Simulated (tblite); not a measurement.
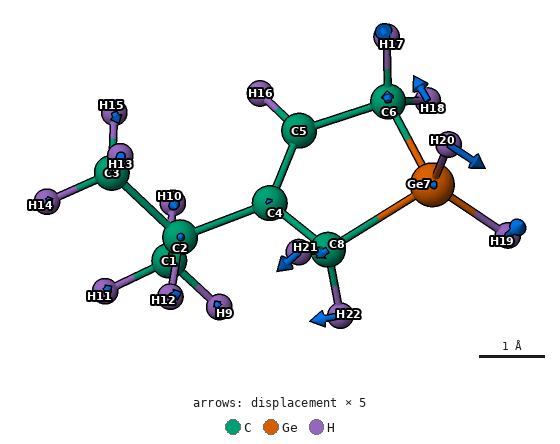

A relaxation of C₇H₁₄Ge. The starting structure is drawn; blue arrows show the displacements, magnified 5 times. The two geometries are superimposed by the best rigid fit.

Style: ball-and-stick. Shown at a tilt.

Level of theory: GFN2-xTB geometry optimisation, gas phase (tblite 0.8.0). 

Q: Which element moves most?

A: Hydrogen: up to 0.14 Å, against 0.05 Å for carbon.

Q: Describe the change and its energy.

A: Over 20 geometry steps the energy falls by 31.2 kJ/mol. The largest moves after the best rigid fit, 0.14 Å, are those of H19 and H20. By element the largest moves are H 0.14 Å, C 0.05 Å, Ge 0.02 Å. Among the contacts that change: Ge7–H20 1.560 → 1.505 Å, C6–Ge7 1.925 → 1.979 Å, Ge7–H19 1.540 → 1.505 Å, C1–H10 1.115 → 1.087 Å. Bond angles that change, for instance: H19–Ge7–H20 115.6° → 106.4°, H17–C6–H18 110.5° → 106.7°, C8–Ge7–H20 111.4° → 114.6°.
